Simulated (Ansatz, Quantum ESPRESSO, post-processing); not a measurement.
# From contact to tunnelling: vacuum gaps between two Ir(100) faces, part 5 of 5

Wanted: T at the Fermi level along a series, and its decay constant, for vacuum gaps between two Ir(100) faces.

Quantum ESPRESSO 7.5; plane-wave DFT, LDA, GBRV ultrasoft pseudopotentials; cross-check by Ansatz 0.2.0 with PAW datasets.

So far. Step 9 (Transmission with pwcond.x, 6 Å): T goes from 0.0892 to 0.00796, a factor of 11. Step 10 (Cross-check with Ansatz, 6 Å): Ansatz finds T = 0.00996 against pwcond's 0.00796.

### Step 12. The open system, 7 Å

Level of this step: transmission by pwcond, lead and junction from one cell; plane-wave DFT, LDA, GBRV ultrasoft pseudopotentials (Quantum ESPRESSO).

j3.cond.in

```
&inputcond
  outdir = './out'
  prefixt = 'j3.scf'
  tran_file = 'j3.cond.dat'
  bdl = 2.8284271247
  bds = 13.1646107453
  ikind = 1
  ewind = 4.0
  epsproj = 1e-05
  nz1 = 7
  energy0 = 0.4
  denergy = -0.4
/
15
  0.00000000 0.00000000 0.01562500
  0.00000000 0.12500000 0.06250000
  0.00000000 0.25000000 0.06250000
  0.00000000 0.37500000 0.06250000
  0.00000000 0.50000000 0.03125000
  0.12500000 0.12500000 0.06250000
  0.12500000 0.25000000 0.12500000
  0.12500000 0.37500000 0.12500000
  0.12500000 0.50000000 0.06250000
  0.25000000 0.25000000 0.06250000
  0.25000000 0.37500000 0.12500000
  0.25000000 0.50000000 0.06250000
  0.37500000 0.37500000 0.06250000
  0.37500000 0.50000000 0.06250000
  0.50000000 0.50000000 0.01562500
3
```

Launch:

```bash
OMP_NUM_THREADS=1 mpirun -n 4 pwcond.x -in j3.cond.in > j3.cond.out
```

Numbers of over 12 decimals in the logs are rounded to 6 here.

Log:

```text
[banner, memory and clock lines left out]
Program PWCOND v.7.5 starts
[citation notice left out]

[...]
./out/j3.scf.save/

[...]
negative rho (up, down):  4.883E+00 0.000E+00
     Reading collected, re-writing distributed wavefunctions

===== INPUT FILE containing all the regions =====

     GEOMETRY:

     lattice parameter (alat)  =       5.1712  a.u.
     the volume                =    1820.5077 (a.u.)^3
     the cross section         =      26.7417 (a.u.)^2
     l of the unit cell        =      13.1646 (alat)
[...]
2 -->     3     0.00000     0.00000
    2 -->     4     0.00000     0.00000
   Total T_j, R_j =    0.00000  1.00000

    3 -->     1     0.00000     0.00000
    3 -->     2     0.00000     0.00000
    3 -->     3     0.00000     1.00000
    3 -->     4     0.00000     0.00000
   Total T_j, R_j =    0.00000  1.00000

    4 -->     1     0.00000     0.00000
    4 -->     2     0.00000     0.00000
    4 -->     3     0.00000     0.00000
    4 -->     4     0.00000     1.00000
   Total T_j, R_j =    0.00000  1.00000

E-Ef(ev), T(x2 spins) =   -0.4000000   0.0000008
   T_tot     0.40000      0.20185E-02
   T_tot     0.00000      0.14961E-02
   T_tot    -0.40000      0.39644E-02

[...]
```

Run time: 86 s. Hardware: 4 MPI ranks of Arm Neoverse V1, shared host; peak memory 0.26 GiB; 5.7 min of CPU time.

This step gave:

```
transmission at the Fermi level, one spin : 7.48e-4
conductance                               : 7.48e-4 G₀
```

Per spin; mean over the k mesh across the current. Table of transmission, zone mean by energy, zero at the Fermi level:

| energy (eV) | transmission, zone mean |
| --- | --- |
| -0.400 | 0.00198 |
| 0.000 | 7.5e-4 |
| 0.400 | 0.00101 |

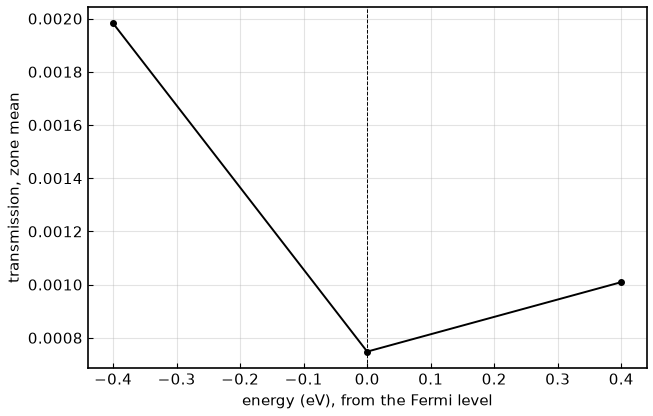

Transmission, zone mean, plotted against energy.

The run is unpolarised; a magnetic state was not tried, may lie lower and would change T.

T goes from 0.00796 to 7.5e-4, a factor of 11.

### Step 13. The same in Ansatz, 7 Å

Level of this step: plane-wave DFT, LDA, Ansatz PAW (Ansatz 0.2.0).

input.yaml

```yaml
crystal:
  lattice:
    - [2.7365032432, 0.0, 0.0]
    - [0.0, 2.7365032432, 0.0]
    - [0.0, 0.0, 36.025]
  atoms:
    - { symbol: Ir, position: [0.0, 0.0, 0.0] }
    - { symbol: Ir, position: [0.5, 0.5, 0.0537126995] }
    - { symbol: Ir, position: [0.0, 0.0, 0.107425399] }
    - { symbol: Ir, position: [0.5, 0.5, 0.1611380985] }
    - { symbol: Ir, position: [0.0, 0.0, 0.2148507981] }
    - { symbol: Ir, position: [0.5, 0.5, 0.2685634976] }
    - { symbol: Ir, position: [0.0, 0.0, 0.3222761971] }
    - { symbol: Ir, position: [0.5, 0.5, 0.3759888966] }
    - { symbol: Ir, position: [0.0, 0.0, 0.5702984039] }
    - { symbol: Ir, position: [0.5, 0.5, 0.6240111034] }
    - { symbol: Ir, position: [0.0, 0.0, 0.6777238029] }
    - { symbol: Ir, position: [0.5, 0.5, 0.7314365024] }
    - { symbol: Ir, position: [0.0, 0.0, 0.7851492019] }
    - { symbol: Ir, position: [0.5, 0.5, 0.8388619015] }
    - { symbol: Ir, position: [0.0, 0.0, 0.892574601] }
    - { symbol: Ir, position: [0.5, 0.5, 0.9462873005] }
kpoints:
  mp_grid: { grid: [9, 9, 1] }
hamiltonian:
  xc: lda
scf:
  occupations: { method: fermi_dirac, width: 0.1 }
  convergence: { dr2_threshold: 1.0e-08 }
output:
  transmission: { leads: [[0, 2]], e_range: [-0.4, 0.4], de: 0.4, kmesh: [8, 8] }
  write_potential: true
  write_density: true
  volumetric_format: npy
```

Launch:

```bash
ansatz run input.yaml --threads 4 --pin off --max-ram 16384MiB --backend cpu --events-out ev --progress --plain --runs-dir out
```

Log:

```text
[...]
Crystal: 16 atoms, lattice volume = 269.771 Å³
Basis set: ecut = 420 eV, 5405 PW (Γ)
Bands: 164, of which v1, the nominal top of the filled ones, is band 136 counted from 1 (135 counted from 0)
Symmetry: 16 space group operations
[...]
k-points: 15 of 81
[...]
k-point 14: bands = [... 132 lower, 21.5068, 21.5103, 21.5106, 21.5119, 21.5158, 21.5174, 21.5184, 21.5392, ... 24 higher]
--- Transmission ---
  basis      : 69 plane waves across, 65 finite elements along
  points     : 15, standing for a mesh of 8 x 8
[...]
channels       : 2.187500e0 a spin
[...]
slowest decay  : 0.0561 /Å at (0.5000, 0.2500)
  junction   : crystal 0 to crystal 0, -0.27 to 31.89 Å
    transmission   : 9.045006e-4 a spin
[...]
[key lines of the parts left out:]
SCF converged after 10 iterations
Free energy (F): -186610.552044 eV
Fermi energy:    20.326971 eV
```

It took 24 s on 4 threads; peak memory 1.5 GiB; 88 s of CPU time.

This step gave:

| Item | Value |
| --- | --- |
| free energy | -186610.5520 eV |
| energy at zero smearing | -186610.2869 eV |
| smearing term TS | 0.5302 eV |
| Fermi energy | 20.33 eV |
| transmission at the Fermi level, one spin | 9.05e-4 |

Per spin; mean over the k mesh across the current. Transmission, zone mean against energy, zero at the Fermi level:

| energy (eV) | transmission, zone mean |
| --- | --- |
| -0.400 | 0.00213 |
| 0.000 | 9.0e-4 |
| 0.400 | 7.6e-4 |

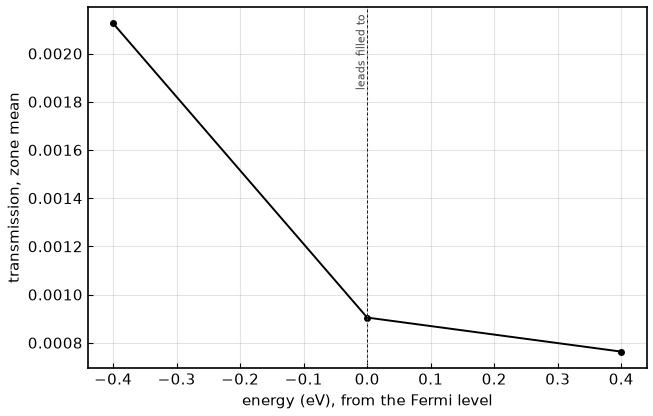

Transmission, zone mean against energy.

Ansatz finds T = 9.0e-4 against pwcond's 7.5e-4.

### Step 14. The series side by side

All levels:

| level | T by pwcond | T by Ansatz | lead channels | CPU time (s) |
| --- | --- | --- | --- | --- |
| 4 Å | 0.3525 | 0.3575 | 2.188 | 1095 |
| 5 Å | 0.08917 | 0.1288 | 2.188 | 1205 |
| 6 Å | 0.007962 | 0.00996 | 2.188 | 1175 |
| 7 Å | 7.48e-4 | 9.05e-4 | 2.188 | 1213 |

### Step 15. A check by hand

For the narrowest barrier, the Landauer sum over the mesh, Σ w T = 0.1250 × 0.708 + 0.0625 × 1 + 0.0625 × 0.793 + … = 0.3525.

G = 0.352 × 77.48 µS = 27.3 µS a cell. Times the area of 7.488 Å², the resistance-area product is A/G = 2.74 fΩ m², the leads' contact resistance included.

κ = ln(T₁/T₂)/(2Δd) = ln(0.007962/0.0007481)/(2 × 1 Å) = 1.18 1/Å.

### Step 16. Results

| Item | Value |
| --- | --- |
| conductance a cell at 4 Å | 0.352 G₀ |
| conductance a cell at 5 Å | 0.0892 G₀ |
| conductance a cell at 6 Å | 0.00796 G₀ |
| conductance a cell at 7 Å | 7.5e-4 G₀ |
| fall of ln T per Å over the last interval | 2.36 |

In words: The conductance goes from 0.352 G₀ at 4 Å to 7.5e-4 G₀ at 7 Å (LDA, GBRV ultrasoft). Interval by interval ln T falls by 1.37, 2.42 and 2.36 per Å. The last interval gives κ = 1.18 1/Å in T ∝ exp(−2κd), an apparent barrier of (κ/0.512)² = 5.3 eV. Ansatz follows the series within a factor of 1.44. Points with over 2.5 times the mean carry up to 55 % of T, so the means lean on few points, and the mesh was not tested. The geometries are as built, not relaxed, and the leads are short. Semilocal functionals lack the image potential in a vacuum gap. Spin-orbit coupling is left out; depending on the atoms that carry the levels of interest, it can split and shift them by tenths of an eV to an eV or more.

[Logs are printed without paths, hosts, clocks, repeated set-up lines and the standing remarks that a program may print on its own settings, such as how far it seeks lower states.]

[Hosts, paths, dates, database ids (printed as entryN), source tags and the programs' standing remarks are cut or masked in the printed files.]

[Maps of the electrostatic potential energy from Ansatz leave out the sawtooth potential of an applied field or a dipole correction, so their vacuum need not be flat; planar profiles and work functions include it.]
